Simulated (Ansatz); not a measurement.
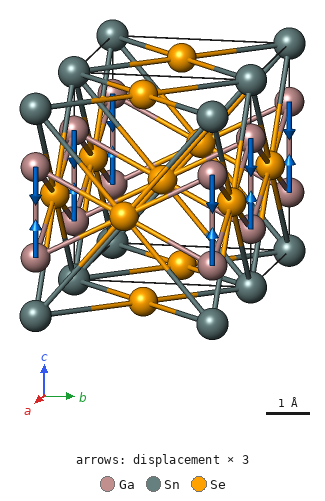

A relaxation of a crystal of Ga2SnSe3 (a generated structure, set up in P4/mmm) (coarse preliminary run). The starting structure is drawn; blue arrows show the displacements (the part carried along by the change of the cell is left out), 3 times their true length.

Style: ball-and-stick. Shown: the cell of the calculation, repeated 2 × 1 × 1 with one cell outlined, slightly off an axis.

Theory: DFT PBE, scalar-relativistic, plane waves, PAW in Ansatz.

Input file:
```yaml
crystal:
  lattice:
    - [4.28641142, 0.0, 0.0]
    - [0.0, 4.28641142, 0.0]
    - [0.0, 0.0, 5.01790057]
  atoms:
    - { symbol: Ga, position: [0.0, 0.0, 0.71842139] }
    - { symbol: Ga, position: [0.0, 0.0, 0.28157861] }
    - { symbol: Sn, position: [0.0, 0.0, 0.0] }
    - { symbol: Se, position: [0.0, 0.5, 0.5] }
    - { symbol: Se, position: [0.5, 0.0, 0.5] }
    - { symbol: Se, position: [0.5, 0.5, 0.0] }
basis:
  ecutwfc: 420
kpoints:
  mp_grid: { grid: [4, 4, 4] }
hamiltonian:
  xc: pbe
scf:
  occupations: { method: gaussian, width: 0.1 }
  lower_state_search: "off"
output:
  forces: true
  stress: true
  eigenvalues: true
relax:
  adjacent_minimum: "off"
  f_tol: 0.04
  max_steps: 70
  cell: { stress_tol: 0.4 }
```

Command:
```bash
ansatz run input.yaml --threads 1 --pin off --max-ram 2560MiB --backend cpu --events-out ev --progress --plain --runs-dir out
```

### Describe the change and its energy.

The largest moves relative to the cell, 0.31 Å, are those of Ga1 and Ga2. Ga1 goes along −c. Se and Sn stay in place. The volume changes by +84.0 %, with a = b 4.286 → 4.296 Å (+0.2 %), c 5.018 → 9.193 Å (+83.2 %). Some distances before and after: Sn3–Se4 3.300 → 5.074 Å, Se4–Se6 3.300 → 5.074 Å, Ga1–Sn3 1.413 → 2.903 Å, Ga1–Ga2 2.192 → 3.388 Å. Bonds break, among them: Ga1–Ga2 (2.19 → 3.39 Å). Bond angles that change, for instance: Ga1–Se4–Ga1 125.8° → 103.5°, Se4–Ga1–Se4 125.8° → 103.5°, Se4–Ga1–Se5 78.0° → 67.5°. The space group stays P4/mmm (No. 123). The energy falls by 66.655 eV per cell of the calculation in 22 accepted moves (25 points after the start). The largest force component goes from 110 to 0.011 eV/Å. Pressure: 232.43 GPa at the start and −0.05 GPa at the end. The SCF was repeated 3 times at an unchanged geometry on a basis and grid sized afresh for the cell, which shifted the energy by 1.422 eV per cell of the calculation at most. The run took 63 s on 1 thread of AMD EPYC 9R45 96-Core Processor (Zen 5) (shared host), peak memory 0.57 GiB.
